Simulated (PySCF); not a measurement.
Geometry relaxation, with input and output: C5H13BSi

- system: C5H13BSi, SMILES [SiH3]CB1CCCC1
- method: PBE0-D3(BJ)/def2-SVP geometry optimisation, gas phase (PySCF 2.14.0)

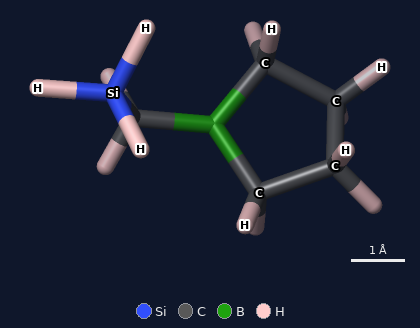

Fig. 1: The structure as given in the input (stick view, seen at a tilt). Bond lengths as drawn: B–C 1.56 to 1.57 Å, C–C 1.54 to 1.56 Å, C–H 1.07 to 1.11 Å, C–Si 1.93 Å and H–Si 1.44 to 1.50 Å.

### Summary

| quantity | value |
| --- | --- |
| outcome | converged |
| total energy | −512.079514 hartree |
| dipole moment | 0.65 D |
| point group | C1 |
| hardware | 1 CPU thread, shared host |
| wall time | 58 s |
| peak memory | 0.7 GiB |

### Input file
```
{"job": {"xc": "PBE0", "basis": "def2-SVP", "d3": "d3bj", "grid": 1, "shake": 0.01, "kind": "geom"}, "charge": 0, "multiplicity": 1}
Si     2.858340     0.013400    -0.113270
C      1.380460    -0.624730    -1.176090
B      0.026100    -0.274820    -0.482310
C     -0.667330    -1.128180     0.624930
C     -2.044770    -0.414820     0.824790
C     -1.752510     1.071530     0.551560
C     -0.780890     1.057990    -0.648110
H      2.838920    -0.565660     1.209800
H      2.749610     1.500780     0.036890
H      4.089990    -0.311600    -0.782380
H      1.473310    -0.163450    -2.149270
H      1.548830    -1.691310    -1.289000
H     -0.872540    -2.179610     0.401840
H     -0.138120    -1.085070     1.563460
H     -2.464370    -0.572140     1.831660
H     -2.766660    -0.763020     0.113220
H     -2.657680     1.649860     0.368920
H     -1.251390     1.512140     1.422040
H     -0.217990     1.976930    -0.713250
H     -1.402320     1.007170    -1.565350
```

The first line tells a small driver script what to run in PySCF; the rest is the geometry in Å.

Launch command:
```bash
OMP_NUM_THREADS=1 python <driver script> task.json out
```

### Output
```
step   0  E = -512.07074162  max force = 0.042304
step   1  E = -512.07911670  max force = 0.004642
step   2  E = -512.07943443  max force = 0.001409
step   3  E = -512.07947966  max force = 0.001196
step   4  E = -512.07950222  max force = 0.000976
step   5  E = -512.07951394  max force = 0.000581
step   6  E = -512.07951423  max force = 0.000378
optimisation converged
```

### Trajectory as extended XYZ (Å, eV, eV/Å), 5 of the 7 frames kept, from step=0 to step=6
```
20
Properties=species:S:1:pos:R:3:forces:R:3 step=0 energy=-13934.15462
Si    2.8583    0.0134   -0.1133   -1.5735   0.6305  -0.8052
C     1.3805   -0.6247   -1.1761    0.0541   0.3322   0.8550
B     0.0261   -0.2748   -0.4823    0.8962  -0.0142  -0.1061
C    -0.6673   -1.1282    0.6249   -2.1754   0.0439  -0.4203
C    -2.0448   -0.4148    0.8248    1.2551   0.7865   0.9090
C    -1.7525    1.0715    0.5516    0.2734  -0.6719  -0.1476
C    -0.7809    1.0580   -0.6481   -1.0208  -0.0719   0.3339
H     2.8389   -0.5657    1.2098    0.0061  -0.4584   0.8946
H     2.7496    1.5008    0.0369    0.0676  -0.0343  -0.0020
H     4.0900   -0.3116   -0.7824    0.9996  -0.2404  -0.4626
H     1.4733   -0.1635   -2.1493    0.1891   0.4376  -0.6590
H     1.5488   -1.6913   -1.2890    0.0639  -0.6283   0.0238
H    -0.8725   -2.1796    0.4018    0.4754  -0.3829  -0.0652
H    -0.1381   -1.0851    1.5635    0.7224  -0.0104   0.6869
H    -2.4644   -0.5721    1.8317   -0.0775  -0.0641  -0.0458
H    -2.7667   -0.7630    0.1132   -0.6982  -0.4809  -0.7570
H    -2.6577    1.6499    0.3689   -0.3256   0.2642  -0.0239
H    -1.2514    1.5121    1.4220    0.0779   0.1046   0.2093
H    -0.2180    1.9769   -0.7133    0.5573   0.5763  -0.2758
H    -1.4023    1.0072   -1.5654    0.2329  -0.1181  -0.1421
20
Properties=species:S:1:pos:R:3:forces:R:3 step=2 energy=-13934.39116
Si    2.6232    0.3781   -0.4067    0.0320  -0.0479  -0.0113
C     1.1947   -0.3409   -1.4139    0.0449   0.0610  -0.0361
B    -0.1397    0.0211   -0.7028   -0.0404  -0.0535  -0.0099
C    -0.8931   -0.8490    0.3808   -0.0724   0.0171  -0.0007
C    -2.2339   -0.1249    0.5824   -0.0343  -0.0339  -0.0102
C    -1.9398    1.3540    0.3101   -0.0004   0.0010   0.0078
C    -0.9675    1.3557   -0.8778    0.0522   0.0357   0.0450
H     2.6348   -0.1976    0.9745    0.0016   0.0132  -0.0033
H     2.5048    1.8639   -0.2959   -0.0149   0.0110   0.0053
H     3.9331    0.0606   -1.0572   -0.0111   0.0028   0.0093
H     1.2840    0.1188   -2.4133    0.0061   0.0058   0.0129
H     1.3852   -1.4239   -1.4912   -0.0196  -0.0045   0.0100
H    -0.9775   -1.9244    0.1546    0.0065  -0.0006   0.0164
H    -0.2862   -0.7927    1.3086    0.0260   0.0297  -0.0275
H    -2.6878   -0.2939    1.5721    0.0011   0.0055   0.0034
H    -2.9652   -0.4938   -0.1604    0.0334   0.0168   0.0094
H    -2.8532    1.9473    0.1421   -0.0003  -0.0085   0.0000
H    -1.4398    1.7944    1.1914    0.0033  -0.0034  -0.0042
H    -0.3887    2.2849   -1.0063   -0.0120  -0.0154  -0.0067
H    -1.5290    1.2243   -1.8267   -0.0017  -0.0320  -0.0096
20
Properties=species:S:1:pos:R:3:forces:R:3 step=3 energy=-13934.39239
Si    2.6244    0.3710   -0.4039   -0.0136   0.0164  -0.0037
C     1.1956   -0.3343   -1.4190    0.0059   0.0103   0.0231
B    -0.1417    0.0188   -0.7055   -0.0028  -0.0016  -0.0077
C    -0.8934   -0.8451    0.3831   -0.0358  -0.0615  -0.0498
C    -2.2351   -0.1244    0.5851    0.0343   0.0029   0.0286
C    -1.9418    1.3535    0.3079    0.0114   0.0025  -0.0099
C    -0.9684    1.3523   -0.8797   -0.0089   0.0149   0.0198
H     2.6351   -0.2123    0.9728   -0.0007  -0.0055   0.0127
H     2.4990    1.8562   -0.2805    0.0036  -0.0006   0.0046
H     3.9346    0.0616   -1.0536    0.0127  -0.0037  -0.0081
H     1.2861    0.1341   -2.4135    0.0029   0.0067  -0.0059
H     1.3840   -1.4167   -1.5031   -0.0113  -0.0213  -0.0119
H    -0.9725   -1.9235    0.1668   -0.0010   0.0123   0.0273
H    -0.2778   -0.7769    1.3034    0.0225   0.0286   0.0172
H    -2.6871   -0.2889    1.5765    0.0032  -0.0055  -0.0033
H    -2.9640   -0.4964   -0.1554   -0.0164  -0.0043  -0.0272
H    -2.8561    1.9441    0.1384   -0.0076   0.0084  -0.0053
H    -1.4419    1.7971    1.1874    0.0025   0.0000   0.0033
H    -0.3914    2.2805   -1.0141    0.0003   0.0154  -0.0086
H    -1.5292    1.2118   -1.8286   -0.0015  -0.0145   0.0051
20
Properties=species:S:1:pos:R:3:forces:R:3 step=4 energy=-13934.39301
Si    2.6243    0.3625   -0.3983   -0.0240   0.0259   0.0032
C     1.1951   -0.3275   -1.4231   -0.0060  -0.0129   0.0246
B    -0.1439    0.0217   -0.7101    0.0313   0.0118  -0.0023
C    -0.8882   -0.8409    0.3841   -0.0104  -0.0450  -0.0502
C    -2.2313   -0.1253    0.5873    0.0287   0.0226   0.0328
C    -1.9450    1.3536    0.3045    0.0048  -0.0061  -0.0012
C    -0.9742    1.3527   -0.8845   -0.0158  -0.0101  -0.0008
H     2.6303   -0.2322    0.9738   -0.0009  -0.0090   0.0072
H     2.5013    1.8470   -0.2601    0.0084  -0.0052   0.0010
H     3.9352    0.0555   -1.0477    0.0118  -0.0020  -0.0090
H     1.2888    0.1488   -2.4134    0.0056   0.0036  -0.0096
H     1.3779   -1.4107   -1.5155   -0.0047  -0.0071  -0.0150
H    -0.9606   -1.9220    0.1808   -0.0027   0.0097   0.0234
H    -0.2652   -0.7564    1.2986    0.0088   0.0212   0.0195
H    -2.6791   -0.2877    1.5809   -0.0053  -0.0085  -0.0048
H    -2.9599   -0.5027   -0.1507   -0.0243  -0.0049  -0.0226
H    -2.8625    1.9393    0.1346   -0.0036   0.0063  -0.0018
H    -1.4449    1.8024    1.1813   -0.0014  -0.0005   0.0052
H    -0.4028    2.2830   -1.0270    0.0004   0.0134  -0.0062
H    -1.5371    1.2010   -1.8309   -0.0008  -0.0031   0.0065
20
Properties=species:S:1:pos:R:3:forces:R:3 step=6 energy=-13934.39334
Si    2.6260    0.3442   -0.3862   -0.0004  -0.0015   0.0086
C     1.1963   -0.3114   -1.4323   -0.0195  -0.0133  -0.0086
B    -0.1438    0.0297   -0.7174    0.0153   0.0128   0.0082
C    -0.8737   -0.8285    0.3900    0.0147   0.0120  -0.0052
C    -2.2241   -0.1270    0.5915   -0.0026   0.0083  -0.0015
C    -1.9545    1.3524    0.2962   -0.0065  -0.0038   0.0032
C    -0.9896    1.3503   -0.8969   -0.0024  -0.0147  -0.0100
H     2.6247   -0.2880    0.9697    0.0012  -0.0022  -0.0047
H     2.5133    1.8249   -0.2073    0.0009  -0.0001  -0.0019
H     3.9371    0.0465   -1.0416   -0.0015   0.0040  -0.0005
H     1.2967    0.1844   -2.4126    0.0036  -0.0022   0.0005
H     1.3700   -1.3943   -1.5486    0.0052   0.0059   0.0009
H    -0.9291   -1.9156    0.2220    0.0042  -0.0048   0.0057
H    -0.2442   -0.7016    1.2971   -0.0098  -0.0031   0.0020
H    -2.6673   -0.2876    1.5873   -0.0061  -0.0053  -0.0021
H    -2.9515   -0.5174   -0.1426    0.0015   0.0014   0.0027
H    -2.8789    1.9269    0.1239    0.0029   0.0017   0.0028
H    -1.4566    1.8140    1.1677    0.0011  -0.0016  -0.0007
H    -0.4347    2.2876   -1.0595   -0.0023   0.0001   0.0004
H    -1.5577    1.1729   -1.8360    0.0005   0.0063   0.0001
```

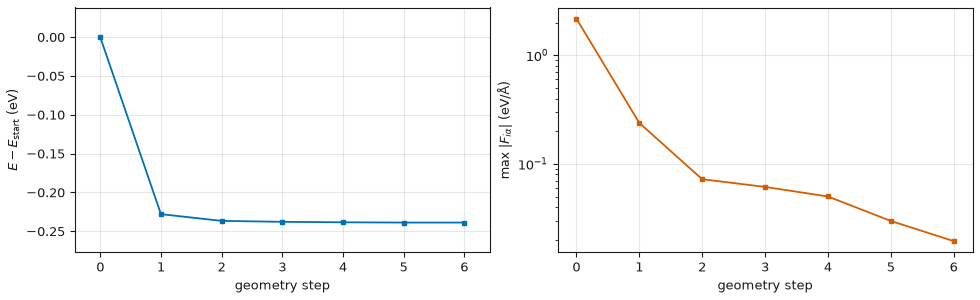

Fig. 2: Progress of the relaxation, step by step (steps are counted from 0).

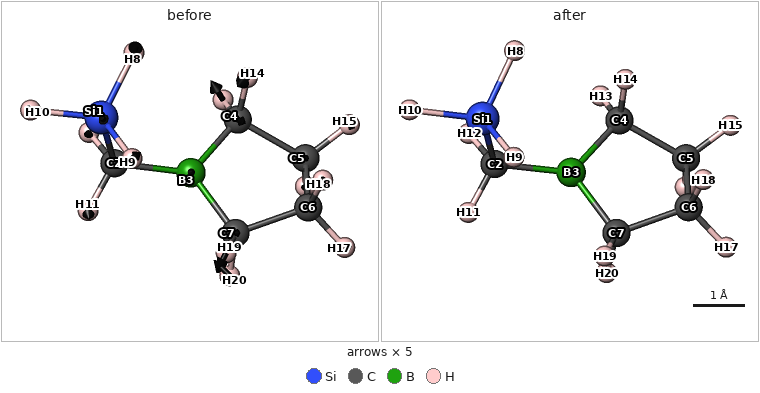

Fig. 3: Before (left) and after (right) the relaxation, at one scale (ball-and-stick view, seen at a tilt). The black arrows give the displacements, magnified 5 times. The energy falls by 0.239 eV in 6 geometry steps. Largest force component: 2.2 eV/Å at the start, 0.019 eV/Å at the end. The largest moves after the best rigid fit, 0.10 Å, are those of H13 and H20. By element the largest moves are H 0.10 Å, Si 0.05 Å, C 0.04 Å, B 0.02 Å. Distances before and after: Si1–H10 1.439 → 1.496 Å, Si1–C2 1.929 → 1.889 Å, C4–H14 1.078 → 1.111 Å, C5–H16 1.072 → 1.105 Å. Among the angles that change: C5–C4–H13 107.4° → 115.3°, B3–C4–H14 112.2° → 104.4°, B3–C7–H20 109.7° → 103.7°. (Atoms are counted from 1 in the order of the input.)
